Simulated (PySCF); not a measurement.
# TMS-CF3: NMR shifts at several levels of theory, part 2 of 2

PySCF 2.14.0. Atoms count from 0.

**6. Shielding tensors: B3LYP/pcSseg-1**

Job settings and geometry (Å):

```
{"job": {"kind": "nmr", "xc": "B3LYP", "basis": "pcSseg-1", "pop": false}, "charge": 0, "multiplicity": 1}
C      0.086215    -0.901242    -1.679353
Si     0.007859    -0.109714     0.014780
C     -1.533313    -0.597175     0.958056
C      1.572214    -0.387546     1.002908
C     -0.124098     1.799993    -0.272537
F     -0.177181     2.484631     0.886819
F     -1.232177     2.127627    -0.966087
F      0.923691     2.289293    -0.962546
H     -0.811783    -0.658605    -2.268033
H      0.151683    -1.997484    -1.594273
H      0.966477    -0.549487    -2.238883
H     -2.438034    -0.351470     0.381104
H     -1.587670    -0.064852     1.920080
H     -1.542925    -1.678853     1.164994
H      1.719490    -1.457986     1.215808
H      2.452394    -0.026040     0.449098
H      1.530431     0.149509     1.962862
```

Method: GIAO B3LYP/pcSseg-1 NMR shielding, non-relativistic, gas phase.

What it wrote:

```text
coarse grid: 14808 points
cycle   1  E = -746.6367368797  dE =  7.208e-01  |g| = 1.006e+00  |ddm| = 3.536e+00
cycle   2  E = -746.4351412635  dE =  2.016e-01  |g| = 1.506e+00  |ddm| = 1.383e+00
cycle   3  E = -746.8219664503  dE = -3.868e-01  |g| = 1.050e-01  |ddm| = 8.259e-01
cycle   4  E = -746.8239801091  dE = -2.014e-03  |g| = 4.367e-02  |ddm| = 1.007e-01
cycle   5  E = -746.8243821994  dE = -4.021e-04  |g| = 6.886e-03  |ddm| = 3.295e-02
cycle   6  E = -746.8243941982  dE = -1.200e-05  |g| = 1.722e-03  |ddm| = 9.039e-03
cycle   7  E = -746.8243947257  dE = -5.275e-07  |g| = 2.038e-04  |ddm| = 1.499e-03
final grid: 139920 points
cycle   8  E = -746.8927304646  dE = -3.711e-05  |g| = 7.963e-03  |ddm| = 2.130e-02
cycle   9  E = -746.8927204822  dE =  9.982e-06  |g| = 1.109e-02  |ddm| = 1.179e-02
cycle  10  E = -746.8927425934  dE = -2.211e-05  |g| = 6.564e-04  |ddm| = 6.668e-03
cycle  11  E = -746.8927426639  dE = -7.054e-08  |g| = 2.241e-04  |ddm| = 5.344e-04
cycle  12  E = -746.8927426744  dE = -1.049e-08  |g| = 2.747e-05  |ddm| = 1.668e-04
cycle  13  E = -746.8927426745  dE = -1.269e-10  |g| = 8.522e-06  |ddm| = 3.202e-05
converged SCF energy = -746.8927426745

GIAO shielding tensors (ppm)
atom      isotropic    diamagn.    paramagn.     s11        s22        s33       span
  0 C      184.171     254.187     -70.016    181.211    181.914    189.388      8.177
  1 Si     336.238     881.740    -545.502    313.757    347.140    347.815     34.058
  2 C      184.159     254.209     -70.050    181.388    181.834    189.256      7.868
  3 C      184.233     254.200     -69.967    181.316    182.030    189.352      8.037
  4 C       40.212     254.190    -213.978     35.412     35.591     49.633     14.221
  5 F      254.923     476.065    -221.142    155.509    277.327    331.933    176.424
  6 F      254.854     476.082    -221.228    155.112    277.563    331.886    176.774
  7 F      255.352     476.018    -220.666    156.074    278.125    331.857    175.783
  8 H       31.095      30.811       0.284     26.740     28.920     37.625     10.885
  9 H       31.379      30.748       0.631     27.278     28.654     38.204     10.926
 10 H       31.100      30.808       0.291     26.760     28.886     37.653     10.892
 11 H       31.090      30.833       0.257     26.740     28.940     37.590     10.850
 12 H       31.097      30.832       0.265     26.749     28.927     37.616     10.867
 13 H       31.381      30.752       0.629     27.275     28.634     38.236     10.961
 14 H       31.376      30.744       0.632     27.270     28.634     38.224     10.955
 15 H       31.103      30.820       0.283     26.768     28.914     37.627     10.859
 16 H       31.096      30.822       0.274     26.728     28.931     37.629     10.901
```

It took 31 s on 1 thread, shared host.

Key values: δ C4 139.0, C0 -5.0, Si1 1.6, F5 -83.1, H8 0.19 ppm (means over like atoms).

**7. Nuclear shieldings: PBE0/pcSseg-1**

Same as in step 6 but for these lines:

```diff
@@ -1,2 +1,2 @@
-{"job": {"kind": "nmr", "xc": "B3LYP", "basis": "pcSseg-1", "pop": false}, "charge": 0, "multiplicity": 1}
+{"job": {"kind": "nmr", "xc": "PBE0", "basis": "pcSseg-1", "pop": false}, "charge": 0, "multiplicity": 1}
 C      0.086215    -0.901242    -1.679353
```

Method: GIAO PBE0/pcSseg-1 NMR shielding, non-relativistic, gas phase.

What it wrote:

```text
coarse grid: 14808 points
cycle   1  E = -746.0408529148  dE =  7.303e-01  |g| = 9.272e-01  |ddm| = 3.518e+00
cycle   2  E = -745.9098024050  dE =  1.311e-01  |g| = 1.310e+00  |ddm| = 1.205e+00
cycle   3  E = -746.1992823928  dE = -2.895e-01  |g| = 8.440e-02  |ddm| = 7.012e-01
cycle   4  E = -746.2005569048  dE = -1.275e-03  |g| = 3.639e-02  |ddm| = 8.237e-02
cycle   5  E = -746.2008419019  dE = -2.850e-04  |g| = 5.189e-03  |ddm| = 2.779e-02
cycle   6  E = -746.2008486559  dE = -6.754e-06  |g| = 1.237e-03  |ddm| = 6.899e-03
final grid: 139920 points
cycle   7  E = -746.2666398953  dE = -4.689e-05  |g| = 8.764e-03  |ddm| = 2.414e-02
cycle   8  E = -746.2666327379  dE =  7.157e-06  |g| = 1.093e-02  |ddm| = 1.299e-02
cycle   9  E = -746.2666567277  dE = -2.399e-05  |g| = 7.554e-04  |ddm| = 6.875e-03
cycle  10  E = -746.2666568119  dE = -8.422e-08  |g| = 2.836e-04  |ddm| = 5.902e-04
cycle  11  E = -746.2666568259  dE = -1.394e-08  |g| = 3.784e-05  |ddm| = 1.810e-04
cycle  12  E = -746.2666568262  dE = -2.908e-10  |g| = 1.376e-05  |ddm| = 4.558e-05
converged SCF energy = -746.2666568262

GIAO shielding tensors (ppm)
atom      isotropic    diamagn.    paramagn.     s11        s22        s33       span
  0 C      189.282     255.552     -66.270    186.414    187.174    194.258      7.845
  1 Si     350.177     881.676    -531.499    328.589    360.629    361.314     32.725
  2 C      189.278     255.571     -66.294    186.590    187.106    194.136      7.546
  3 C      189.344     255.565     -66.221    186.514    187.291    194.227      7.714
  4 C       47.956     254.471    -206.515     43.539     43.719     56.610     13.071
  5 F      258.341     475.231    -216.890    160.409    281.233    333.381    172.972
  6 F      258.265     475.247    -216.982    160.019    281.456    333.321    173.302
  7 F      258.766     475.185    -216.419    160.968    282.000    333.329    172.361
  8 H       30.969      30.677       0.292     26.402     28.664     37.840     11.438
  9 H       31.248      30.632       0.616     26.918     28.399     38.427     11.509
 10 H       30.973      30.674       0.299     26.423     28.630     37.868     11.445
 11 H       30.964      30.697       0.267     26.404     28.684     37.805     11.401
 12 H       30.971      30.697       0.274     26.411     28.670     37.832     11.420
 13 H       31.250      30.635       0.615     26.914     28.378     38.459     11.545
 14 H       31.245      30.627       0.618     26.909     28.378     38.447     11.538
 15 H       30.977      30.686       0.291     26.430     28.658     37.842     11.411
 16 H       30.970      30.687       0.283     26.392     28.675     37.844     11.452
```

Run time: 31 s. Hardware: 1 thread, shared host.

In short: δ C4 136.5, C0 -4.9, Si1 1.8, F5 -81.2, H8 0.20 ppm (means over like atoms).

**8. NMR shieldings: B97-D/pcSseg-1**

Same as in step 7 but for these lines:

```diff
@@ -1,2 +1,2 @@
-{"job": {"kind": "nmr", "xc": "PBE0", "basis": "pcSseg-1", "pop": false}, "charge": 0, "multiplicity": 1}
+{"job": {"kind": "nmr", "xc": "B97-D", "basis": "pcSseg-1", "pop": false}, "charge": 0, "multiplicity": 1}
 C      0.086215    -0.901242    -1.679353
```

With the program's defaults for keys left out, this is: GIAO B97-D/pcSseg-1 NMR shielding, non-relativistic, gas phase.

What it wrote:

```text
coarse grid: 14808 points
cycle   1  E = -746.3046391149  dE =  6.597e-01  |g| = 1.120e+00  |ddm| = 3.602e+00
cycle   2  E = -745.8468029060  dE =  4.578e-01  |g| = 1.966e+00  |ddm| = 1.866e+00
cycle   3  E = -746.5339244622  dE = -6.871e-01  |g| = 1.681e-01  |ddm| = 1.211e+00
cycle   4  E = -746.5398630534  dE = -5.939e-03  |g| = 5.982e-02  |ddm| = 1.745e-01
cycle   5  E = -746.5405817207  dE = -7.187e-04  |g| = 1.506e-02  |ddm| = 4.820e-02
cycle   6  E = -746.5406401635  dE = -5.844e-05  |g| = 3.603e-03  |ddm| = 1.994e-02
cycle   7  E = -746.5406422501  dE = -2.087e-06  |g| = 4.456e-04  |ddm| = 2.960e-03
final grid: 139920 points
cycle   8  E = -746.5841591005  dE = -4.212e-05  |g| = 3.108e-02  |ddm| = 4.237e-02
cycle   9  E = -746.5838837103  dE =  2.754e-04  |g| = 5.243e-02  |ddm| = 4.260e-02
cycle  10  E = -746.5842936906  dE = -4.100e-04  |g| = 2.875e-03  |ddm| = 2.788e-02
cycle  11  E = -746.5842952432  dE = -1.553e-06  |g| = 6.762e-04  |ddm| = 2.830e-03
cycle  12  E = -746.5842953562  dE = -1.130e-07  |g| = 1.545e-04  |ddm| = 7.273e-04
cycle  13  E = -746.5842953614  dE = -5.176e-09  |g| = 3.438e-05  |ddm| = 1.683e-04
cycle  14  E = -746.5842953616  dE = -2.108e-10  |g| = 1.498e-05  |ddm| = 3.352e-05
converged SCF energy = -746.5842953616

GIAO shielding tensors (ppm)
atom      isotropic    diamagn.    paramagn.     s11        s22        s33       span
  0 C      183.692     254.275     -70.582    180.900    181.574    188.603      7.703
  1 Si     347.077     883.273    -536.196    324.339    358.130    358.764     34.425
  2 C      183.676     254.292     -70.616    181.072    181.485    188.470      7.398
  3 C      183.751     254.285     -70.533    181.005    181.682    188.567      7.562
  4 C       41.011     254.844    -213.833     37.472     37.653     47.909     10.437
  5 F      247.149     475.823    -228.674    153.003    266.289    322.156    169.153
  6 F      247.087     475.840    -228.753    152.615    266.534    322.111    169.497
  7 F      247.589     475.777    -228.187    153.579    267.104    322.085    168.506
  8 H       31.135      30.925       0.210     26.906     29.014     37.484     10.578
  9 H       31.424      30.840       0.584     27.436     28.782     38.054     10.618
 10 H       31.140      30.922       0.217     26.926     28.981     37.511     10.585
 11 H       31.129      30.945       0.184     26.905     29.035     37.448     10.543
 12 H       31.137      30.945       0.192     26.914     29.021     37.475     10.560
 13 H       31.428      30.844       0.583     27.434     28.763     38.086     10.652
 14 H       31.422      30.836       0.586     27.429     28.763     38.075     10.646
 15 H       31.142      30.933       0.209     26.933     29.009     37.485     10.553
 16 H       31.135      30.935       0.201     26.894     29.025     37.487     10.593
```

Run time: 40 s. Hardware: 1 thread, shared host.

This run: δ C4 138.2, C0 -4.5, Si1 0.2, F5 -92.5, H8 0.18 ppm (means over like atoms).

**9. Side by side: NMR shifts**

Shifts (ppm), means over like atoms, with basis size and wall time (the measured row can stand on another reference than the computed rows):

```csv
run,C4,C0,H8,Si1,F5,functions,time
KT3/pcSseg-1,133.8,-4.3,0.18,-1.9,-95.0,188,39 s
KT2/pcSseg-1,136.4,-4.6,0.18,-1.8,-98.8,188,40 s
HF/pcSseg-1,118.8,-4.8,0.27,5.1,-57.8,188,14 s
B3LYP/pcSseg-1,139.0,-5.0,0.19,1.6,-83.1,188,31 s
PBE0/pcSseg-1,136.5,-4.9,0.20,1.8,-81.2,188,31 s
B97-D/pcSseg-1,138.2,-4.5,0.18,0.2,-92.5,188,40 s
measured,–,–,–,–,-67.0,–,–
```

Measured: G. Saielli, R. Bini, A. Bagno, Computational 19F NMR. 2. Organic compounds, RSC Adv. 2014, ESI (exp. from Berger-Braun-Kalinowski 1994 and Everett 1995).

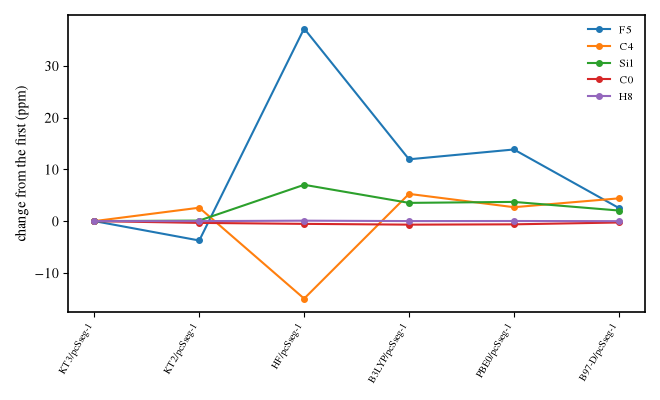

How the tabulated atoms move from run to run.

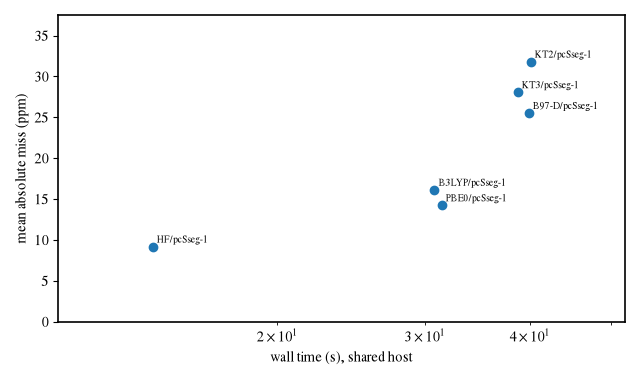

Cost against miss for the one measured 19F shift.

**10. What came out**

The summary covers parts 1 to 2.

| quantity | value |
| --- | --- |
| point group | C3v |
| rotational constants (main isotopes) | 2.00, 1.28, 1.28 GHz |
| 13C shifts against TMS (KT3/pcSseg-1, means over atoms taken as alike) | 133.8, -4.3 ppm |
| 1H shifts against TMS (KT3/pcSseg-1, means over atoms taken as alike) | 0.18 ppm |
| 29Si shifts against TMS (KT3/pcSseg-1) | -1.9 ppm |
| 19F shifts against CFCl3 (KT3/pcSseg-1, means over atoms taken as alike) | -95.0 ppm |
| measured, and computed on the same scale | F5 δ -67.0, -95.0 ppm |
| range of the shift of F5 | -98.8 to -57.8 ppm |

What this shows: Single values in the summary come from the first run of each kind that ended normally (KT3/pcSseg-1), which need not be the best level. Relaxing lowered the energy by 0.085 eV in 10 steps; the close pair that moved most is Si1–C4, from 1.964 to 1.936 Å. No frequency check was run at this level, so the end point may be a saddle. At KT3/pcSseg-1: Shielding is most anisotropic at F5, F6, F7 (span 173 ppm, paramagnetic term -232 ppm). The one measured 19F shift is missed by -28.0 ppm (computed less measured, unscaled). Vibration, temperature and solvent are missing from the calculation, and it holds one conformer, so part of the miss against the measured shifts is not the functional's. Across the 6 runs the shift of F5 (with its like atoms) moves most, between -98.8 (KT2/pcSseg-1) and -57.8 ppm (HF/pcSseg-1). For the one measured 19F shift, HF/pcSseg-1 misses least (9.2 ppm, 14 s) and KT2/pcSseg-1 most (31.8 ppm, 40 s). One molecule ranks no method: errors cancel, and vibration and temperature are missing from all runs.
